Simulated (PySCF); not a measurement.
# BCl (SMILES [B]Cl): levels of theory compared

Aim: a comparison of 6 runs (PBE/STO-6G, PBE0/STO-6G, UMP2/STO-6G, NEVPT2(10,8)/STO-6G, CISD/STO-6G, FCI/STO-6G) of BCl. Input form: a Python script.

The results are computed with PySCF 2.14.0.

17 further runs of the same task are left out: 7 that didn't finish, 10 set aside as unsound or not needed.

## (1) Starting point

BCl: 2 atoms, total charge 0, spin state singlet. SMILES: `[B]Cl`. The B1–Cl2 distance was set to 2.061 Å, away from the relaxed value.

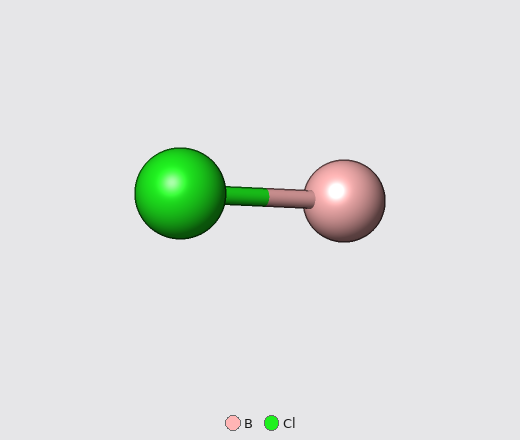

Viewed from a chosen angle; boron pink, chlorine green.

## (2) A single-point energy at PBE/STO-6G (run 1)

File calc.py:

```python
from pyscf import gto, dft

system = gto.M(
    atom='''
B    0.000000   0.000000  -0.413210
Cl   0.000000   0.000000   1.648190
''',
    max_memory=1860,
    verbose=3,
    charge=0,
    basis='sto-6g',
)

calc0 = dft.RKS(system, xc='pbe')
calc0.conv_tol = 1e-10
calc0.grids.level = 5
calc0.kernel()
if not calc0.converged:
    calc0 = calc0.newton().run(calc0.mo_coeff, calc0.mo_occ)

etot = calc0.e_tot
print('E(%s) = %.9f' % ('PBE', etot))
```

On the command line:

```console
$ OMP_NUM_THREADS=1 python calc.py
```

Standard output:

```text
converged SCF energy = -483.034580392889
E(PBE) = -483.034580393
```

Wall time 1.4 s (1 thread of Arm Neoverse V2, shared host); peak memory 0.16 GiB.

## (3) The energy at PBE0/STO-6G (run 2)

File input.xyz:

```xyz
2

B      0.000000     0.000000    -0.413210
Cl     0.000000     0.000000     1.648190
```

File input.py:

```python
from pyscf import gto, dft

mol = gto.M(
    atom='input.xyz',
    basis='sto-6g',
    max_memory=1860,
    verbose=4,
    charge=0,
)

mf = dft.RKS(mol, xc='pbe0')
mf.grids.level = 5
mf.conv_tol = 1e-10
mf.kernel()
if not mf.converged:
    mf = mf.newton().run(mf.mo_coeff, mf.mo_occ)

e_final = mf.e_tot
print(f'total energy: {e_final:.8f} hartree')
```

On the command line:

```console
$ OMP_NUM_THREADS=1 python input.py
```

Standard output:

```text
PySCF version 2.14.0

[INPUT] num. atoms = 2
[INPUT] num. electrons = 22
[INPUT] charge = 0
[INPUT] spin (= nelec alpha-beta = 2S) = 0
[INPUT] symmetry False subgroup None
[INPUT] Mole.unit = angstrom
[INPUT] Symbol           X                Y                Z      unit          X                Y                Z       unit  Magmom
[INPUT]  1 B      0.000000000000   0.000000000000  -0.413210000000 AA    0.000000000000   0.000000000000  -0.780853731932 Bohr   0.0
[INPUT]  2 Cl     0.000000000000   0.000000000000   1.648190000000 AA    0.000000000000   0.000000000000   3.114627701247 Bohr   0.0

nuclear repulsion = 21.82015277394
number of shells = 8
number of NR pGTOs = 84
number of NR cGTOs = 14
basis = sto-6g
ecp = {}

******** <class 'pyscf.dft.rks.RKS'> ********
method = RKS
initial guess = minao
damping factor = 0
level_shift factor = 0
DIIS = <class 'pyscf.scf.diis.CDIIS'>
diis_start_cycle = 1
diis_space = 8
diis_damp = 0
SCF conv_tol = 1e-10
SCF conv_tol_grad = None
SCF max_cycles = 50
direct_scf = True
direct_scf_tol = 1e-13
XC library pyscf.dft.libxc version 7.0.0
    S. Lehtola, C. Steigemann, M. J.T. Oliveira, and M. A.L. Marques.,  SoftwareX 7, 1–5 (2018)
XC functionals = pbe0
radial grids:
    Treutler-Ahlrichs [JCP 102, 346 (1995); DOI:10.1063/1.469408] (M4) radial grids

becke partition: Becke, JCP 88, 2547 (1988); DOI:10.1063/1.454033
pruning grids: <function nwchem_prune>
grids dens level: 5
symmetrized grids: False
atomic radii adjust function: <function treutler_atomic_radii_adjust>
small_rho_cutoff = 0
Set gradient conv threshold to 1e-05
Initial guess from minao.
tot grids = 86208
init E= -482.715606017438
  HOMO = -0.230893605188998  LUMO = 0.0132320229319706  gap/eV = 6.64300
cycle= 1 E= -483.031112947717  delta_E= -0.316  |g|= 0.277  |ddm|= 1.37
  HOMO = -0.179750608292793  LUMO = -0.0627066503666979  gap/eV = 3.18493
cycle= 2 E= -482.46196127453  delta_E= 0.569  |g|= 1.41  |ddm|= 2.36
  HOMO = -0.22501260111437  LUMO = -0.0153085849094224  gap/eV = 5.70634
cycle= 3 E= -483.088441192357  delta_E= -0.626  |g|= 0.132  |ddm|= 1.45
  HOMO = -0.219078141814031  LUMO = 0.00990749477672037  gap/eV = 6.23102
cycle= 4 E= -483.097978513811  delta_E= -0.00954  |g|= 0.00289  |ddm|= 0.261
  HOMO = -0.219413725382489  LUMO = 0.00994127399877221  gap/eV = 6.24107
cycle= 5 E= -483.097984022269  delta_E= -5.51e-06  |g|= 0.00147  |ddm|= 0.00803
  HOMO = -0.219479769340679  LUMO = 0.00972532625543629  gap/eV = 6.23699
cycle= 6 E= -483.097985121098  delta_E= -1.1e-06  |g|= 0.000586  |ddm|= 0.00218
  HOMO = -0.219519081572284  LUMO = 0.00959787133769085  gap/eV = 6.23459
cycle= 7 E= -483.097985322959  delta_E= -2.02e-07  |g|= 3.02e-06  |ddm|= 0.00133
  HOMO = -0.219519301337063  LUMO = 0.00959723075281979  gap/eV = 6.23458
cycle= 8 E= -483.097985322964  delta_E= -5.46e-12  |g|= 3.79e-08  |ddm|= 6.68e-06
  HOMO = -0.219519294173338  LUMO = 0.00959725024798623  gap/eV = 6.23458
Extra cycle  E= -483.097985322964  delta_E= -1.14e-13  |g|= 5.41e-08  |ddm|= 1.96e-07
converged SCF energy = -483.097985322964
total energy: -483.09798532 hartree
```

Run time: 1.4 s. Hardware: 1 thread of Arm Neoverse V2, shared host; peak memory 0.16 GiB.

Runs 3 to 5 aren't shown in full; the table further down has their settings and results.

## (4) The energy at FCI/STO-6G (run 6)

File calc.py:

```python
from pyscf import gto, mcscf
from pyscf import fci

mol = gto.M(
    atom='''
B      0.000000     0.000000    -0.780854
Cl     0.000000     0.000000     3.114628
''',
    max_memory=1860,
    unit='bohr',
    verbose=3,
    basis='sto-6g',
)

myscf = mol.RHF()
myscf.conv_tol = 1e-10
myscf.kernel()
if not myscf.converged:
    myscf = myscf.newton().run(myscf.mo_coeff, myscf.mo_occ)

cas = mcscf.CASCI(myscf, myscf.mo_coeff.shape[-1] - 6, (mol.nelec[0] - 6, mol.nelec[1] - 6))  # full CI above the frozen core
cas.fcisolver = fci.direct_spin0.FCI(mol)  # even spin states alone
cas.kernel()
print('<S^2> = %.4f' % cas.fcisolver.spin_square(cas.ci, cas.ncas, cas.nelecas)[0])
etot = cas.e_tot
print(f'total energy: {etot:.8f} hartree')
```

On the command line:

```console
$ OMP_NUM_THREADS=1 python calc.py
```

Standard output:

```text
converged SCF energy = -482.481993600416
CASCI E = -482.552854602068  E(CI) = -22.5395385212145  S^2 = 0.0000000
<S^2> = 0.0000
total energy: -482.55285460 hartree
```

Run time: 0.82 s. Hardware: 1 thread of Arm Neoverse V2, shared host; peak memory 0.12 GiB.

## (5) All runs side by side

```
run                level  integration grid  frozen core orbitals  energy (Eh)  dipole moment (D) of the reference  HOMO energy (eV)  LUMO energy (eV)  wall time
  1           PBE/STO-6G                 5                     –  -483.034580                                1.55             -4.59             -0.84      1.4 s
  2          PBE0/STO-6G                 5                     –  -483.097985                                1.92             -5.97              0.26      1.4 s
  3          UMP2/STO-6G                 –                     6  -482.516959                                2.80             -9.17              5.16      0.8 s
  4  NEVPT2(10,8)/STO-6G                 –                     –  -482.553221                                2.58             -8.89              5.03      2.4 s
  5          CISD/STO-6G                 –                     6  -482.547927                                2.58             -8.89              5.03     0.76 s
  6           FCI/STO-6G                 –                     6  -482.552855                                2.58             -8.89              5.03     0.82 s
```

## (6) Summary of results

```
                                          quantity          value
                               run 6: total energy  -482.55285 Eh
       run 6: dipole moment (Hartree–Fock density)         2.58 D
        run 6: HOMO energy (Hartree–Fock orbitals)       -8.89 eV
        run 6: LUMO energy (Hartree–Fock orbitals)        5.03 eV
      run 6: HOMO–LUMO gap (Hartree–Fock orbitals)       13.93 eV
run 6: correlation energy (6 core orbitals frozen)      -70.9 mEh
```

What this shows: Against full CI in this basis: UMP2 +35.9 mEh; CISD +4.9 mEh. Totals of different functionals can't be ranked against each other. In runs 1, 2, 3, 4, 5, 6 the basis is minimal, so the values are rough. Spin contamination of the reference: run 3 ⟨S²⟩ = 0.31. All runs together took 7.5 s, the longest 2.4 s.
